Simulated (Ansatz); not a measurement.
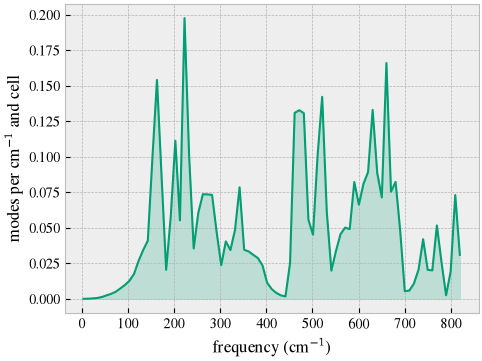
Figure. Phonon density of states of Ge$_{3}$N$_{4}$ (Fd-3m, relaxed from the spinel type); finite displacements on a 4×4×4 mesh, DFT at the PBEsol level (Ansatz, a program for electronic structure), k mesh 4×4×4

The cell was generated from a structure type, relaxed within its symmetry, and need not be the phase found at ambient conditions. Dynamical quadrupoles are not included in the interpolation of the phonons between the solved wave vectors.

**Question.** Where is the tallest peak, and is there a gap in the spectrum?

**Answer.** The tallest peak lies near 220 cm⁻¹. No clear gap shows at this resolution.

The PAW data sets were generated under PBE and serve the other functionals too.
